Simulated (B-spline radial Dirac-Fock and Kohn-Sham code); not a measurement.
**Inner shells of Pr¹⁰⁺**

Wanted for Pr¹⁰⁺: its X-ray form factor and Compton profile, the binding energy of each subshell and how cheaper methods do for the levels.

Program: B-spline radial Dirac-Fock and Kohn-Sham code, version 2. Model: a free atom or ion on a radial basis; each step names its model. All values are calculated, but those marked as tabulated.

## (1) The system

The Pr¹⁰⁺ ion, [Kr] 4d10 5s2 5p1.

- nuclear charge: 59
- electrons: 49
- mass number: 141
- nuclear rms radius: 4.8919 fm

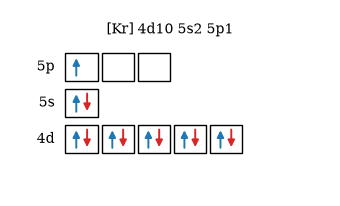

The shells outside the core; arrows follow Hund's rule for the drawing alone (heavy ions are jj-coupled), while the calculation averages over the configuration.

## (2) Scattering by the electron cloud

Model: Dirac-Fock average of configuration, finite nucleus; form factor of the spherical density, Waller-Hartree incoherent function, impulse-approximation Compton profiles.

Recorded inputs:

```ini
task = scatter
Z = 59
charge = 10
configuration = 1s2 2s2 2p6 3s2 3p6 3d10 4s2 4p6 4d10 5s2 5p1
mass_number = 141
rms_radius = 4.8919  # fm
s = [0.0, 0.05, 0.1, 0.15, 0.2, 0.25, 0.3, 0.35, 0.4, 0.45, 0.5, 0.6, 0.7, 0.8, 0.9, 1.0, 1.1, 1.2, 1.4, 1.6, 1.8, 2.0, 2.5, 3.0, 3.5, 4.0, 5.0, 6.0]  # 1/A
pz = [0, 0.1, 0.13, 0.17, 0.23, 0.31, 0.4, 0.54, 0.71, 0.94, 1.2, 1.6, 2.2, 2.9, 3.8, 5.0, 6.6, 8.8, 12.0, 15.0, 20.0]  # a.u.
photon_energy = [2000, 8047.8, 17479.3, 20000, 30000, 50000, 500000, 1000000]  # eV
```

Main fields of the result record, rounded:

```text
{
  "status": "converged",
  "form_factor [e]": [49.0, 48.693, 47.799, 46.399, 44.608, 42.555, 40.363, 38.135, 35.95, 33.856, 31.885, 28.35, 25.362, 22.887, 20.869, 19.238, 17.908, 16.794, 14.926, 13.255, 11.669, 10.199, 7.3813, 5.8175, 4.9888, 4.4276, 3.4429, 2.5934],
  "incoherent": [-4.0101e-12, 0.33291, 1.2626, 2.6134, 4.177, 5.784, 7.3382, 8.8093, 10.204, 11.538, 12.823, 15.253, 17.508, 19.62, 21.617, 23.491, 25.213, 26.76, 29.334, 31.36, 33.033, 34.478, 37.417, 39.65, 41.378, 42.738, 44.684, 45.909],
  "compton_total [1/a.u.]": [5.0999, 5.0883, 5.0803, 5.0666, 5.0395, 4.9921, 4.9247, 4.7958, 4.6129, 4.3494, 4.068, 3.7104, 3.2671, 2.7123, 2.0184, 1.4029, 0.9982, 0.6955, 0.41861, 0.26817, 0.13994],
  "shells": ["1s1/2", "2s1/2", "2p1/2", "2p3/2", "3s1/2", "3p1/2", "3p3/2", "3d3/2", "3d5/2", "4s1/2", "4p1/2", "4p3/2", "4d3/2", "4d5/2", "5s1/2", "5p1/2", "5p3/2"],
  "occupation": [2.0, 2.0, 2.0, 4.0, 2.0, 2.0, 4.0, 4.0, 6.0, 2.0, 2.0, 4.0, 4.0, 6.0, 2.0, 0.33333, 0.66667],
  "mean_momentum [a.u.]": [56.295, 20.011, 26.667, 24.814, 9.9425, 11.879, 11.337, 13.57, 13.367, 5.0446, 5.6057, 5.4001, 5.8301, 5.7541, 2.5407, 2.737, 2.6652],
  "r2 [bohr^2]": 16.814,
  "r_inverse [1/bohr]": 375.89,
  "r1 [bohr]": 21.555,
  "coherent [b]": [1500.0, 851.38, 398.07, 340.97, 199.81, 92.855, 1.506, 0.38758],
  "incoherent_cross_section [b]": [1.0245, 6.7991, 12.986, 14.108, 17.108, 19.808, 13.89, 10.27],
  "radial_jk": {
    "5p": {"j0": [1.0, 0.95982, 0.84715, 0.68329, 0.49695, 0.31678, 0.1651, 0.054365, -0.01307, -0.042682, -0.044398, -0.0071688, 0.032053, 0.047198, 0.040913, 0.025122, 0.0096346, -0.00083176, -0.0057286, 0.00031384, 0.006627, 0.0093831, 0.0054391, 0.00056384, -0.00037502, 0.00055942, 0.0020871, 0.001915], "j2": [0.0, 0.015955, 0.059362, 0.11837, 0.17767, 0.22315, 0.24565, 0.24253, 0.21714, 0.17671, 0.1298, 0.045224, -0.0025449, -0.013523, -0.0037961, 0.010892, 0.021609, 0.02576, 0.019614, 0.0080214, 0.00036545, -0.0020169, 0.002216, 0.0049296, 0.0037634, 0.0017283, -0.00016274, 7.8042e-05], "r2": 2.2177, "r4": 6.777, "r6": 26.59}
  }
}
```

The scattering functions against s = sin θ / λ:

```tsv
s (1/Å)	f (e)	f / N	S(s)
0	49.00	1.000	0
0.100	47.80	0.975	1.263
0.200	44.61	0.910	4.177
0.300	40.36	0.824	7.338
0.400	35.95	0.734	10.20
0.500	31.88	0.651	12.82
0.700	25.36	0.518	17.51
0.900	20.87	0.426	21.62
1.10	17.91	0.365	25.21
1.40	14.93	0.305	29.33
1.80	11.67	0.238	33.03
2.50	7.381	0.151	37.42
3.50	4.989	0.102	41.38
5.00	3.443	0.070	44.68
```

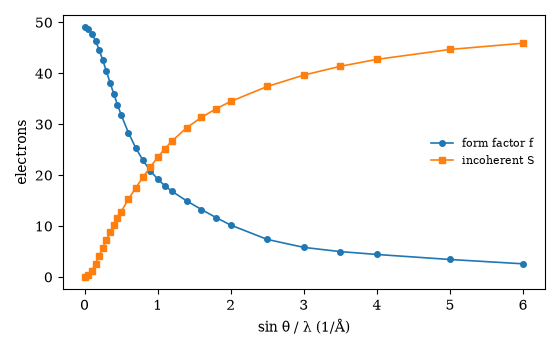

Form factor and incoherent scattering function.

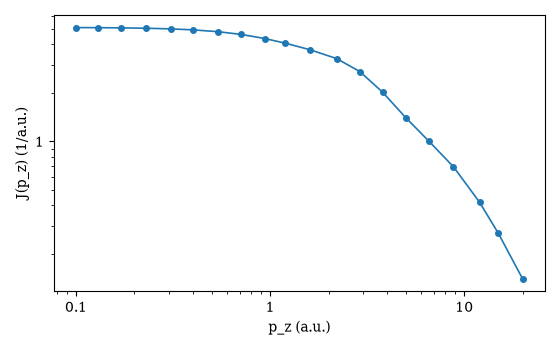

Compton profile, summed over all shells.

## (3) Core and valence levels

Model: Dirac-Fock average of configuration, Delta-SCF, finite nucleus, first-order Breit with its frequency dependence, self-energy and vacuum polarisation.

The run's settings:

```ini
task = binding
```

Main fields of the result record, rounded:

```text
{
  "status": "converged",
  "shells": ["K", "L1", "L2", "L3", "M1", "M2", "M3", "M4", "M5", "N1", "N2", "N3", "N4", "N5", "O1", "O2,3"],
  "total_energy_parts [Ha]": [-9212.94412, 8.7530686, -0.913322099, -0.103001638, 6.03978523, -0.879072821],
  "koopmans [eV]": [42401.0, 7074.88, 6678.3, 6194.64, 1709.59, 1540.06, 1442.01, 1150.46, 1129.65, 492.534, 425.802, 403.77, 292.234, 288.217, 181.117, 158.833],
  "dirac_coulomb [eV]": [42335.5, 7041.94, 6641.44, 6159.55, 1697.26, 1527.05, 1429.7, 1136.29, 1115.77, 489.644, 422.963, 401.159, 289.814, 285.88, 180.841, 158.633],
  "gaunt [eV]": [-119.078, -11.7128, -20.6279, -14.6971, -1.82018, -3.40538, -2.25389, -1.1839, -0.687664, -0.356278, -0.673529, -0.415777, -0.135646, -0.0379012, -0.0910737, -0.121709],
  "retardation [eV]": [8.80888, 0.866448, 2.30587, 2.30019, 0.113139, 0.368217, 0.369692, 0.0900016, 0.0881265, 0.0266876, 0.0798806, 0.0798592, 0.013461, 0.0134575, 0.00818366, 0.0208914],
  "breit_frequency [eV]": [1.24892, -0.116605, -0.00215046, 0.542727, -0.0299071, -0.0233624, 0.0989682, -0.0148312, -0.00444475, -0.00731928, -0.0064497, 0.021705, -0.00350272, -0.00136015, -0.00178718, 0.00300999],
  "self_energy [eV]": [-66.0178, -8.56026, 0.414296, -0.356939, -1.82324, 0.0864592, -0.0596862, 0.175721, 0.115334, -0.412998, 0.0342843, 0.00089148, 0.047257, 0.0353839, -0.0984705, 0.00538684],
  "vacuum_polarisation [eV]": [10.0142, 1.20611, -0.00815588, -0.0592773, 0.24848, -0.0051422, -0.0171287, -0.0171512, -0.0167076, 0.0564958, -0.00285445, -0.00556581, -0.00501263, -0.00489786, 0.013478, -0.00147059],
  "binding [eV]": [42170.5, 7023.62, 6623.53, 6147.28, 1693.95, 1524.07, 1427.84, 1135.34, 1115.26, 488.951, 422.394, 400.84, 289.731, 285.885, 180.671, 158.539],
  "mean_radius [bohr]": [0.0240891, 0.102471, 0.0861541, 0.0924203, 0.270759, 0.260968, 0.27295, 0.244432, 0.248199, 0.614373, 0.631448, 0.655563, 0.694668, 0.703253, 1.30699, 1.42575]
}
```

total_energy_parts: Dirac-Coulomb, Gaunt, retardation, frequency dependence, self-energy, vacuum polarisation. 

Each level as Koopmans' value plus corrections (eV):

```tsv
level	-ε	relaxation	Breit	QED	binding
K	42401.0	-65.56	-109.02	-56.00	42170.5
L1	7074.9	-32.94	-10.96	-7.35	7023.6
L2	6678.3	-36.86	-18.32	0.41	6623.5
L3	6194.6	-35.09	-11.85	-0.42	6147.3
M1	1709.6	-12.33	-1.74	-1.57	1693.9
M2	1540.1	-13.01	-3.06	0.08	1524.1
M3	1442.0	-12.31	-1.79	-0.08	1427.8
M4	1150.5	-14.17	-1.11	0.16	1135.3
M5	1129.7	-13.88	-0.60	0.10	1115.3
N1	492.5	-2.89	-0.34	-0.36	489.0
N2	425.8	-2.84	-0.60	0.03	422.4
N3	403.8	-2.61	-0.31	0.00	400.8
N4	292.2	-2.42	-0.13	0.04	289.7
N5	288.2	-2.34	-0.03	0.03	285.9
O1	181.1	-0.28	-0.08	-0.08	180.7
O2,3	158.8	-0.20	-0.10	0.00	158.5
```

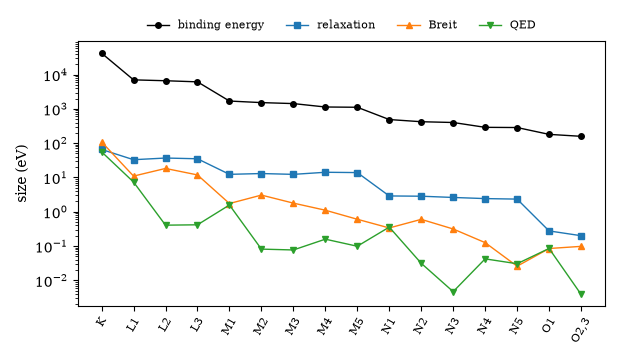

Binding energies and the sizes of their corrections, level by level (signs dropped).

Line energies follow by subtraction:

```tsv
line	energy (eV)
Kβ2' (K-N3)	41769.6
Kβ2'' (K-N2)	41748.1
Kβ1 (K-M3)	40742.6
Kβ3 (K-M2)	40646.4
Kα1 (K-L3)	36023.2
Kα2 (K-L2)	35546.9
Lγ3 (L1-N3)	6622.8
Lγ2 (L1-N2)	6601.2
Lγ1 (L2-N4)	6333.8
Lγ5 (L2-N1)	6134.6
Lβ7 (L3-O1)	5966.6
Lβ2 (L3-N5)	5861.4
Lβ15 (L3-N4)	5857.5
Lβ6 (L3-N1)	5658.3
```

## (4) Dirac LDA, for comparison

Model: Dirac-Kohn-Sham LDA (Slater exchange, VWN correlation), finite nucleus, spherical and without spin polarisation.

The run's settings:

```ini
task = binding-ladder
method = lda,vwn
relativity = dirac
```

Main fields of the result record, rounded:

```text
{
  "status": "converged",
  "shells": ["K", "L1", "L2", "L3", "M1", "M2", "M3", "M4", "M5", "N1", "N2", "N3", "N4", "N5", "O1", "O2,3"],
  "minus_eigenvalue [eV]": [41902.9, 6883.15, 6517.75, 6036.18, 1620.4, 1464.58, 1369.19, 1096.02, 1075.45, 453.592, 394.726, 373.218, 275.65, 271.72, 175.91, 152.203],
  "delta_scf [eV]": [42323.1, 6965.36, 6619.23, 6129.7, 1651.81, 1497.19, 1400.45, 1130.92, 1109.87, 469.77, 410.626, 388.654, 290.46, 286.396, 184.56, 160.18],
  "total_energy [Ha]": -9209.47858,
  "dirac_fock_binding [eV]": [42170.5, 7023.62, 6623.53, 6147.28, 1693.95, 1524.07, 1427.84, 1135.34, 1115.26, 488.951, 422.394, 400.84, 289.731, 285.885, 180.671, 158.539]
}
```

Beside the Dirac-Fock ΔSCF result with Breit and QED, in eV:

```tsv
level	-ε	miss	ΔSCF	miss	Dirac-Fock
K	41902.9	-267.5	42323.1	+152.7	42170.5
L1	6883.2	-140.5	6965.4	-58.3	7023.6
L2	6517.7	-105.8	6619.2	-4.3	6623.5
L3	6036.2	-111.1	6129.7	-17.6	6147.3
M1	1620.4	-73.5	1651.8	-42.1	1693.9
M2	1464.6	-59.5	1497.2	-26.9	1524.1
M3	1369.2	-58.6	1400.5	-27.4	1427.8
M4	1096.0	-39.3	1130.9	-4.4	1135.3
M5	1075.5	-39.8	1109.9	-5.4	1115.3
N1	453.6	-35.4	469.8	-19.2	489.0
N2	394.7	-27.7	410.6	-11.8	422.4
N3	373.2	-27.6	388.7	-12.2	400.8
N4	275.6	-14.1	290.5	+0.7	289.7
N5	271.7	-14.2	286.4	+0.5	285.9
O1	175.9	-4.8	184.6	+3.9	180.7
O2,3	152.2	-6.3	160.2	+1.6	158.5
```

## (5) non-relativistic HF, for comparison

Model: non-relativistic Hartree-Fock, average of configuration, point nucleus.

The run's settings:

```ini
task = binding-ladder
method = hf
relativity = nr
```

Main fields of the result record, rounded:

```text
{
  "status": "converged",
  "shells": ["1s", "2s", "2p", "3s", "3p", "3d", "4s", "4p", "4d", "5s", "5p"],
  "minus_eigenvalue [eV]": [40296.7, 6542.8, 6191.55, 1589.42, 1434.9, 1151.18, 464.544, 402.906, 293.384, 174.316, 156.914],
  "delta_scf [eV]": [40236.3, 6512.17, 6157.51, 1577.96, 1422.87, 1137.34, 461.894, 400.326, 290.988, 174.076, 156.725],
  "total_energy [Ha]": -8895.66838
}
```

Against the Dirac-Fock value with Breit and QED (eV):

```tsv
level	-ε	miss	ΔSCF	miss	Dirac-Fock
1s	40296.7	-1873.7	40236.3	-1934.1	42170.5
2s	6542.8	-480.8	6512.2	-511.4	7023.6
2p	6191.5	-114.5	6157.5	-148.5	6306.0
3s	1589.4	-104.5	1578.0	-116.0	1693.9
3p	1434.9	-25.0	1422.9	-37.0	1459.9
3d	1151.2	+27.9	1137.3	+14.0	1123.3
4s	464.5	-24.4	461.9	-27.1	489.0
4p	402.9	-5.1	400.3	-7.7	408.0
4d	293.4	+6.0	291.0	+3.6	287.4
5s	174.3	-6.4	174.1	-6.6	180.7
5p	156.9	-1.6	156.7	-1.8	158.5
```

Spin-orbit partners are averaged with weights 2j + 1.

## (6) Cost and miss by method

| method | level | eigenvalue miss (%) | ΔSCF miss (%) | time |
| --- | --- | --- | --- | --- |
| Dirac LDA | K | -0.63 | +0.36 | 4.3 s |
| non-relativistic HF | 1s | -4.44 | -4.59 | 0.31 s |
| Dirac-Fock + Breit + QED | all | - | reference | 5.8 s |

Times cover the ground state and all hole states of a step, on one thread of a shared host; states solved in an earlier step are reused, and a first call can include compiling.

## (7) Summary of results

```
                                  quantity                 value
          rms radius of the electron cloud            0.586 bohr
                     form factor halves at              0.73 1/Å
                   Compton profile at zero          5.100 1/a.u.
              deepest level listed, K (1s)            42170.5 eV
                    least bound, O2,3 (5p)              158.5 eV
                                       Kα1            36023.2 eV
     ionisation energy, NIST (theoretical)            162.000 eV
           Dirac LDA, K: eigenvalue / ΔSCF  41902.9 / 42323.1 eV
non-relativistic HF, 1s: eigenvalue / ΔSCF  40296.7 / 40236.3 eV
```

What this shows: f falls from 49 to half of that at s = 0.73 1/Å. Incoherent scattering outweighs coherent from 500 keV on, among the energies asked. The K (1s) level lies 65.6 eV under Koopmans' value by relaxation alone; Breit gives -109.02 and QED -56.00 eV. NIST's ionisation energy differs by +3.46 eV from the least binding energy; the calculation averages open shells over their j components and terms. Dirac LDA misses the K level by -0.6 % with its eigenvalue and by +0.4 % with ΔSCF. Breit and QED terms, which only the reference holds, shift this level by tenths of a per cent, so the eigenvalue's nearness can be cancellation. Non-relativistic HF misses the 1s level by -4.4 % with its eigenvalue and by -4.6 % with ΔSCF, as relativity is missing. The Hartree-Fock and Dirac-Fock values hold no electron correlation.
